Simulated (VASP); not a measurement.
Band structure of ZnF$_{2}$ (rutile). Level of theory: optB88-vdW, VASP's PBE PAW potentials (set 64) (plane waves; VASP).

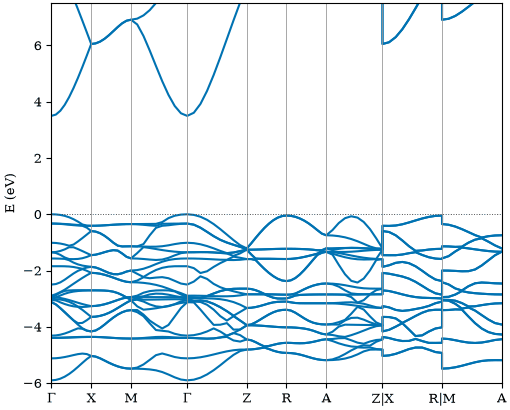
Fig. 1. Bands along high-symmetry lines, zero at the valence-band maximum or, without a gap, the Fermi level

Question: Read the plot: is there a gap, and where are the band edges?

Answer: The gap is direct, 3.50 eV, from the valence maximum at Γ to the conduction minimum at Γ. (Edges off the drawn lines would not show.)

Measured: gap 7.50 eV (computed value off by -4.00 eV), as given by Dominik Kurzydłowski et al., Inorganic Chemistry (2020), arXiv:1912.01850 [midpoint of the printed range].

The compound is ZnF2 in the rutile structure. It was relaxed first.
